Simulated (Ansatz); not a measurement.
```xyz
5

C    -1.0627    2.1058   -1.9844
P    -2.2067    2.5594   -2.9539
Si    0.2213    1.5965   -0.8963
H    -0.0839    0.7085    0.2446
H     1.6077    2.0555   -1.1207
```

Geometry: r2SCAN-D4/def2-SVP.

Computed with isolated molecule in a Gaussian basis; Kohn-Sham density functional theory, functional PBE0 in Ansatz.

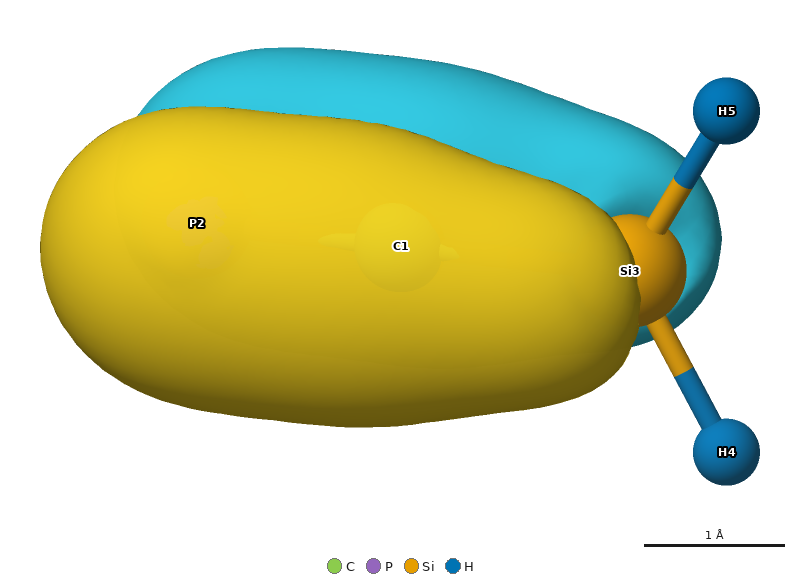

CH₂PSi (SMILES [SiH2+]C#P) (charge +1). The HOMO−1 at ±0.1 Å⁻³ᐟ² (yellow and cyan are the two phases), seen at a tilt.

> Describe this orbital and give its energy.

By Hirshfeld shares it lies mainly on C1 (about 45 %), P2 (about 35 %) and Si3 (about 15 %); it changes sign across the molecular plane (π type); π-bonding across C1–P2 and C1–Si3. Its energy is −14.18 eV.
